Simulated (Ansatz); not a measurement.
System: BrClH2OZn.

Input

```
crystal:
  periodic: [false, false, false]
  atoms:
    - { symbol: Zn, position_ang: [-0.937659, -0.253114, -0.553216] }
    - { symbol: Cl, position_ang: [0.224849, -0.01812, 2.669759] }
    - { symbol: O, position_ang: [0.475014, -0.042629, -1.601631] }
    - { symbol: H, position_ang: [0.567698, -0.757287, -2.244188] }
    - { symbol: Br, position_ang: [-2.955627, -0.406435, 0.698177] }
    - { symbol: H, position_ang: [-1.100375, -0.161915, 2.7108] }
basis:
  gaussian: { orbitals: def2-SVP }
hamiltonian:
  xc: pbe0
  dispersion: d4
relax:
  f_tol: 0.03
  max_steps: 50
output:
  orbitals: {}
```

Launched as:

```sh
ansatz run input.yaml --threads 2 --pin off --max-ram 3072MiB --backend cpu --events-out ev --progress --plain --runs-dir out
```

The fields are those of the run's last geometry, not of the input's.

Theory: Ansatz 0.2.0, RKS PBE0-D4/def2-SVP.

Predict the electron density and electron localisation function between the atoms.

Answer. Zn–O (1.78 Å): the density is about 0.86 e/Å³ at the midpoint; the ELF peaks at about 0.85 in the valence shell of O, 0.6 Å from its nucleus, and is about 0.20 at the midpoint.
Zn–Br (2.28 Å): the density is about 0.59 e/Å³ at the midpoint, with its minimum of 0.52 e/Å³ about 1.0 Å from Zn; the ELF peaks at about 0.70 in the valence shell of Br, 1.0 Å from its nucleus, and is about 0.55 at the midpoint.
Zn–Cl (2.67 Å): the density is about 0.22 e/Å³ at the midpoint, with its minimum of 0.2 e/Å³ about 1.2 Å from Zn; the ELF peaks at about 0.90 in the valence shell of Cl, 0.9 Å from its nucleus, and drops to about 0.10 between the two atoms.
O–H (0.96 Å): the density is about 3.6 e/Å³ at the midpoint; the ELF climbs to about 1 towards the hydrogen, as it does in any bond to H (an ordinary covalent bond to hydrogen).

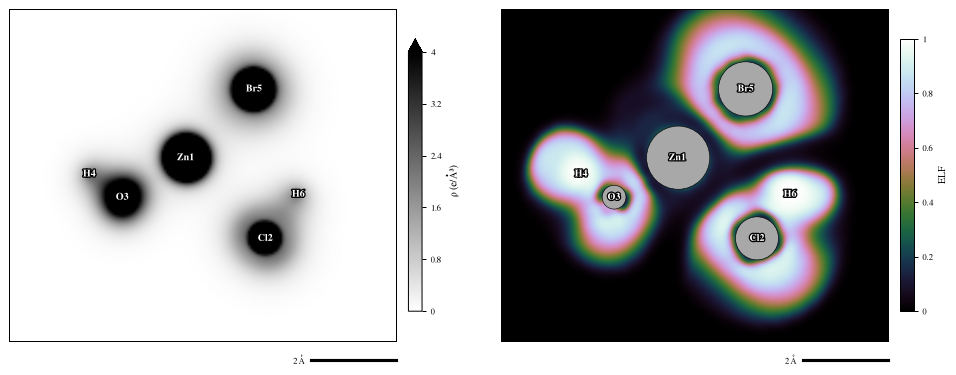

Computed electron density and electron localisation function on the molecular plane, in this order. Grey discs cover the atomic cores in the ELF map. 
